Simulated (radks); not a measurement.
The calculation used the in-house radial solver radks at this level: Dirac Kohn-Sham, PBEsol, spin-unpolarised, spherical densities, finite nucleus. The occupation of the 4d shell is varied from Ir⁴⁰⁺ ([Kr] 4d1 (4d3/2: 1)) to Ir³⁹⁺ ([Kr] 4d2 (4d3/2: 2)), with spherical fractional occupations. Wanted, and plotted below: the total energy less the straight line between the end points, and the eigenvalue of 4d3/2 (the dashed line is minus the energy to take the whole electron out).

The curve is convex (below the straight line), with the largest deviation among the points computed, −7.34 eV, at 0.5. The end points differ by 1802 eV, the energy to take the electron out. The eigenvalue, which is the slope of the energy (Janak's theorem), moves from −1831 eV at 0 to −1773 eV at 1; for a straight line it would stay constant, and a parabola would sag by an eighth of this change, scaled to a whole electron, 7.34 eV. Convexity is the mark of the delocalisation error, which puts fractional charges too low; for p, d and f shells the spherical spreading of the fraction adds to it.

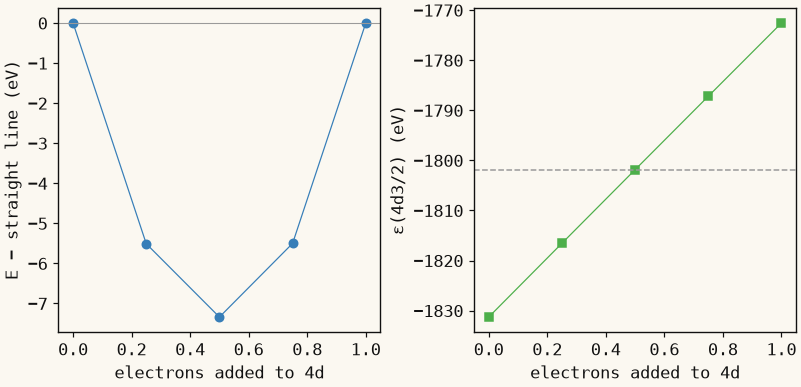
